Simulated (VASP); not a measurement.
Band structure of CdSe (wurtzite). All values below come from PBEsol GGA with spin-orbit coupling, VASP's PBE PAW potentials (set 64) (plane waves; VASP).

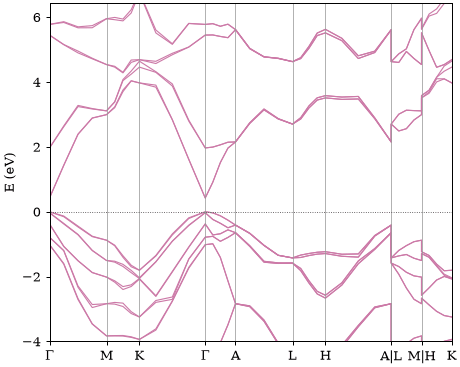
Figure: Bands along high-symmetry lines, zero at the valence-band maximum or, without a gap, the Fermi level

Q: Read the plot: is there a gap, and where are the band edges?

A: The gap is direct, 0.42 eV, from the valence maximum at Γ to the conduction minimum at Γ.

Measured: gap 1.73 eV (computed value off by -1.31 eV), as given by Abedi et al., (2022), arXiv:2211.14644.

The compound is CdSe in the wurtzite structure. It was relaxed first.
